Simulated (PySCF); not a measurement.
## Single-point calculation of LaP5 (charge +2)

System: LaP5, charge +2.
Method: RKS PBE0, La def2-SVP with ECP46, P def2-SVP; non-relativistic Hamiltonian with a scalar-relativistic core potential; density fitting (PySCF 2.14.0).

It belongs to a series of runs on one base structure; here: finer grid at the relaxed geometry.

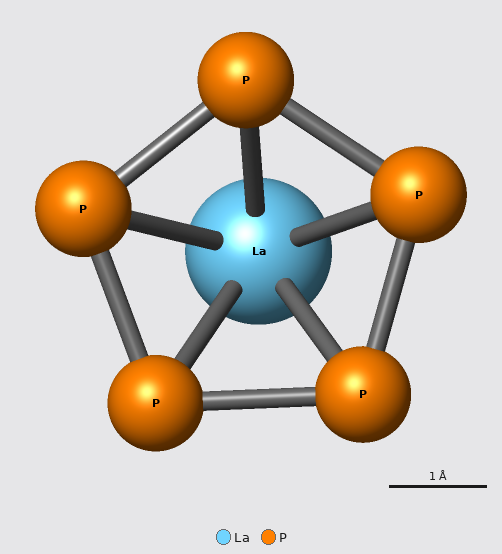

The structure (ball-and-stick view, seen at a tilt). Sticks mark near contacts. Bond lengths as drawn: La–P 3.07 Å and P–P 2.14 Å.

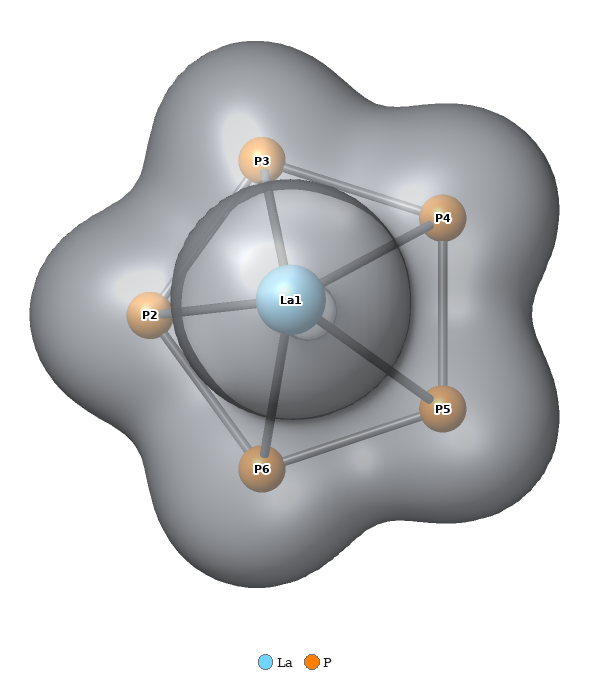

Isosurface of the total electron density at 0.15 e/Å³ (grey), seen face on. At this value the surface is in one piece. On the grid the lowest density along these lines, outside the cores, is 0.84 e/Å³ (P–P, 2.14 Å) and 0.24 e/Å³ (La–P, 3.07 Å).

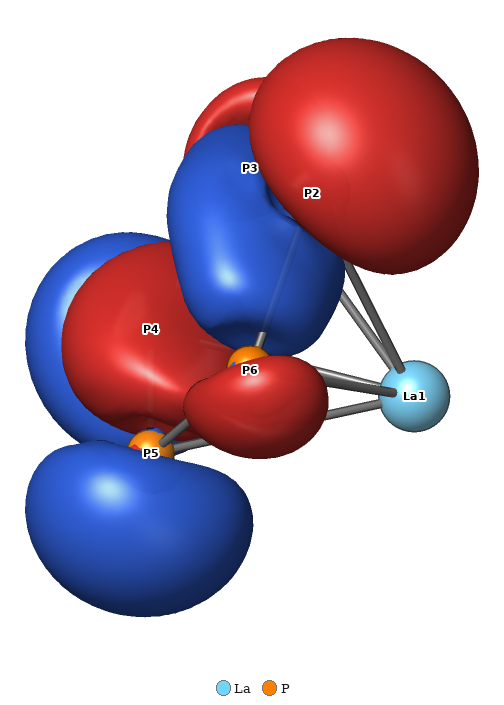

The HOMO at ±0.08 Å⁻³ᐟ² (red and blue are the two phases), seen at an oblique angle. By Hirshfeld shares it lies mainly on P2 (35 %), P4 (25 %) and P5 (25 %). Its energy is −15.62 eV.

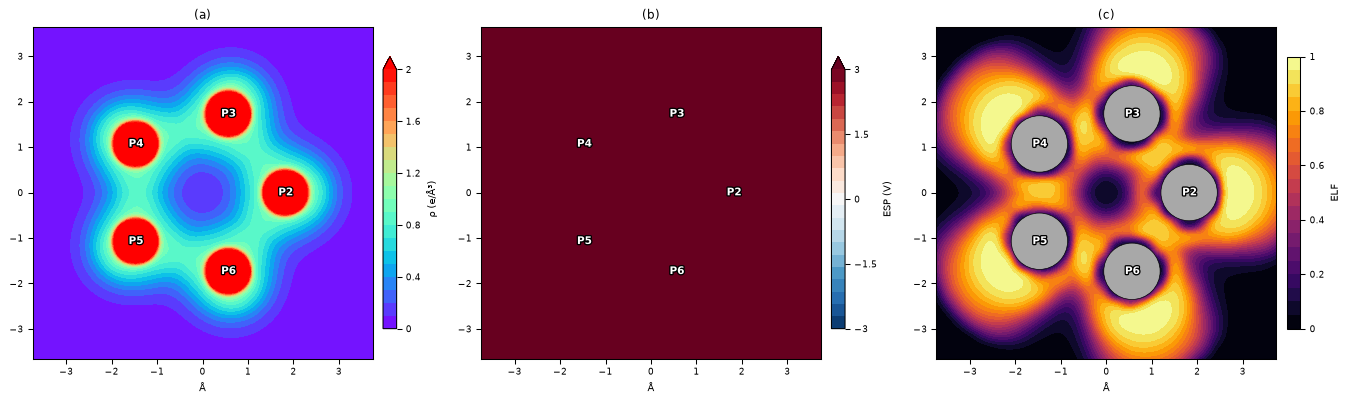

(a) total electron density; (b) molecular electrostatic potential; (c) electron localisation function on the plane of atoms P2, P6 and P5. Grey discs, where drawn, cover atomic cores. Atoms in the plane: P. The potential has no marked negative region in this plane.

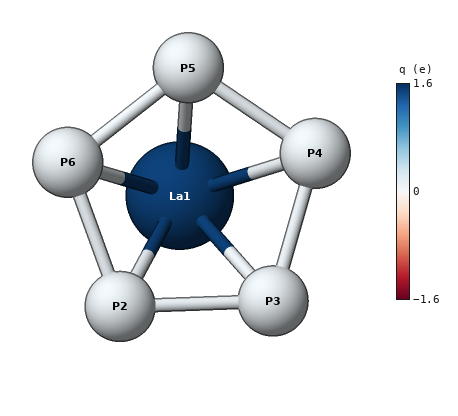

Mulliken charges, as the colour of each atom (ball-and-stick view, seen on its broad side; atoms are numbered from 1 in the order of the input; Mulliken charges depend strongly on the basis). By element: La +1.49 and P +0.10 e.

The input that produced these results follows, with the program's output.

**The input**
```python
mol = gto.M(atom='''
La    -0.00000     0.00000    -1.32191
P      1.82100     0.00002     1.14614
P      0.56270     1.73188     1.14614
P     -1.47323     1.07034     1.14614
P     -1.47320    -1.07037     1.14614
P      0.56274    -1.73186     1.14614''',
    basis={'La': 'def2-SVP', 'P': 'def2-SVP'},
    ecp={'La': 'def2-SVP'},
    charge=2, spin=0)
mf = dft.RKS(mol, xc='PBE0')
mf.grids.atom_grid = (75, 302)  # f atoms: at least (60, 302), unpruned
mf = mf.density_fit()  # La def2-universal-JKFIT, P def2-universal-JKFIT
mf.conv_tol = 1e-09; mf.max_cycle = 55
mf.kernel(dm0)
```

The script is an equivalent of the set-up of the self-consistent field. The run itself was carried out by a driver, which started from the orbitals of the step before it where there was one and computed the further properties.

Launched with:
```bash
OMP_NUM_THREADS=2 python <driver script>
```

**The program's output**
```
init E= -1736.62680666779
  HOMO = -0.574142305599007  LUMO = -0.47457132464729  gap/eV = 2.70946
cycle= 1 E= -1736.626806668  delta_E= -2.06e-10  |g|= 0.000109  |ddm|= 0.000424
  HOMO = -0.574143410793249  LUMO = -0.474554555653257  gap/eV = 2.70995
cycle= 2 E= -1736.62680664996  delta_E= 1.8e-08  |g|= 0.000236  |ddm|= 0.000538
  HOMO = -0.574141414698429  LUMO = -0.474562680808741  gap/eV = 2.70968
cycle= 3 E= -1736.62680667256  delta_E= -2.26e-08  |g|= 2.74e-05  |ddm|= 0.000383
  HOMO = -0.574141667175472  LUMO = -0.474563817759622  gap/eV = 2.70965
cycle= 4 E= -1736.62680667285  delta_E= -2.91e-10  |g|= 3.83e-06  |ddm|= 4.65e-05
  HOMO = -0.574142238139837  LUMO = -0.474563633500648  gap/eV = 2.70967
Extra cycle  E= -1736.62680667283  delta_E= 1.64e-11  |g|= 7.31e-06  |ddm|= 1.74e-05
converged SCF energy = -1736.62680667283
```

**Results in brief**

- outcome: converged
- total energy: −1736.626807 hartree
- HOMO: −15.62 eV
- LUMO: −12.91 eV
- largest force (length of the vector): 0.004 eV/Å
- hardware: 2 threads of Arm Neoverse V1, 24 GiB of memory available, shared host
- wall time: 26 s (CPU time 51 s)
- peak memory: 1.3 GiB
